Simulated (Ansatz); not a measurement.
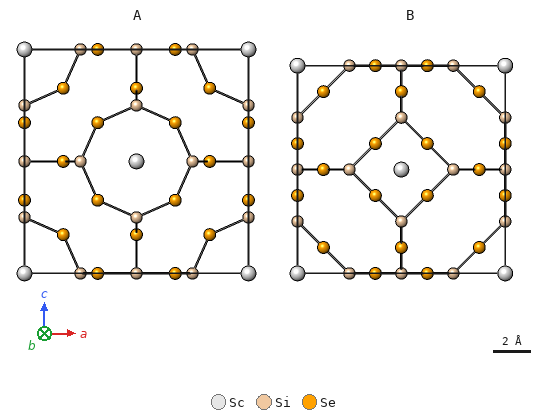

Two geometries of a crystal of ScSi$_{6}$Se$_{12}$ (a generated structure, set up in Im-3m) (coarse preliminary run), drawn at one scale. One is the start of a relaxation, the other its converged end. A ball-and-stick model of the conventional cell (2 times the calculation's cell), seen along the b axis. Lengths and directions refer to the drawn axes.

Level of theory: DFT PBE, scalar-relativistic, plane waves, PAW (Ansatz). (plane-wave cutoff 420 eV; k-point mesh 2 × 2 × 2; occupations gaussian; smearing width 0.1 eV; no spin polarisation; cell and atoms relaxed; force threshold 0.04 eV/Å; at most 70 steps)

Question: Which geometry has the lower energy?

Answer: Structure A is the relaxed one. The energy falls by 1400 meV per atom in 6 accepted moves (7 points after the start). The largest force component goes from 1.4 to 0.023 eV/Å. The pressure goes from 22.71 to 0.03 GPa. At 1 point the geometry stayed and the basis and grid were re-selected for the new cell (energy shift of 1.0 meV per atom at most each time). The largest moves relative to the cell, 0.83 Å, are those of Se atoms. Si and Sc stay in place. The drawn cell changes as follows: a = b = c 11.363 → 12.250 Å (+7.8 %); the volume changes by +25.3 %. Near-neighbour distances that change, for instance: Se–Se 2.841 → 4.241 Å, Se–Si 2.009 → 2.320 Å. Among the angles between lasting bonds that change: Se–Si–Se 90.0° → 132.1°, Si–Se–Si 180.0° → 137.9°, Se–Si–Se 120.0° → 99.5°. The space group stays Im-3m (No. 229). The run may lie on a higher electronic state than the lowest, so the end point isn't shown to be the ground-state structure.
